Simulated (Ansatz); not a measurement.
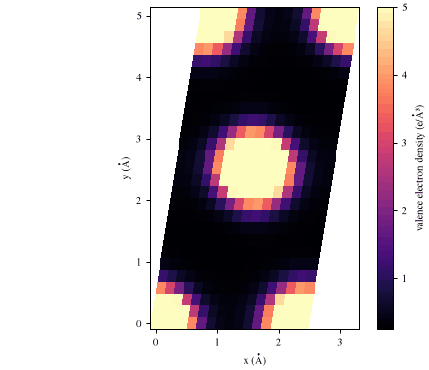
Fig. 1. Valence electron density (e/Å³), cut off at 5 on a lattice plane, the program Ansatz at the r²SCAN level (PAW)

Task: Which compound is it?
A) V3Ge, Fm-3m (Ge on 4a, V on 4b, V on 8c)
B) V2SiB2, P-6m2 (V on 2h, Si on 1a, B on 1b, B on 1f)
C) V2SiN, Cmcm (V on 8f, Si on 4c, N on 4a)
D) V, simple rhombohedral

Result: D, V, simple rhombohedral. Atoms in the plane, in fractions of its two edges: V at (0.00, 0.00), V at (0.50, 0.50).

The density is the valence pseudo-density with augmentation charge, so density and ELF within about 1 Å of a nucleus are not all-electron values.

Space group R-3m (simple rhombohedral). The start of the workflow was typed in or built on a structure type; neither database checked (COD, Materials Project) lists it. It is not the phase usual at ambient conditions (space group No. 229). The r²SCAN relaxation kept the symmetry of its start; whether a distortion lowers the energy is not shown. The workflow began spin-polarised and lost its moments. The cell computed holds one magnetic atom, so no antiferromagnetic order was within reach. The volume moved by 25 % from the start of the relaxation.

Potentials: the earlier of the program's two PAW sets.
